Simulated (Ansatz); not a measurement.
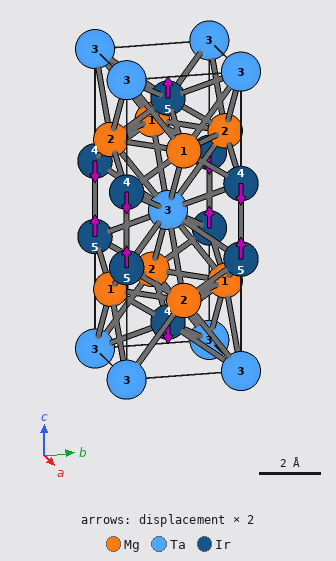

A relaxation of a crystal of Mg₂TaIr₂ (built on the ThCr2Si2 type) (coarse preliminary run). The starting structure is drawn; purple arrows show the displacements (the part carried along by the change of the cell is left out), 2 times their true length.

A ball-and-stick model of the conventional cell (2 times the calculation's cell), seen slightly off an axis. Lengths and directions refer to the drawn axes.

Case: ThCr2Si2 type (I4/mmm, No. 139).

Theory: Ansatz, DFT PBE, scalar-relativistic, plane waves, PAW. Set-up: plane-wave cutoff 420 eV; k-point mesh 6 × 6 × 6; occupations gaussian; smearing width 0.1 eV; no spin polarisation; cell and atoms relaxed; force threshold 0.04 eV/Å; at most 70 steps.

Which element moves most?

Answer. Iridium: up to 0.39 Å, against 0.00 Å for tantalum.

Describe the change and its energy.

Answer. The largest moves relative to the cell, 0.39 Å, are those of Ir4 and Ir5. Ir4 goes along −c. Ta and Mg stay in place. Cell: a = b 3.923 → 3.525 Å (−10.1 %), c 10.292 → 13.672 Å (+32.8 %). Volume +7.3 %. Some distances before and after: Mg1–Ta3 3.235 → 3.846 Å, Mg1–Ir4 2.340 → 2.729 Å, Mg1–Mg2 2.774 → 2.493 Å, Ta3–Ir4 3.062 → 2.827 Å. The space group stays I4/mmm (No. 139). Over 11 accepted moves (14 points after the start) the energy falls by 742 meV per atom. Largest force component: 5.1 eV/Å at the start, 0.0007 eV/Å at the end. The pressure goes from 20.12 to 0.22 GPa. The line search rejected the trial step at point 8 of the run. The SCF was repeated twice at an unchanged geometry on a basis and grid sized afresh for the cell, which shifted the energy by 43.0 meV per atom at most. The run took 85 s on 1 thread of Arm Neoverse V1, with other jobs on the host, peak memory 0.4 GiB.
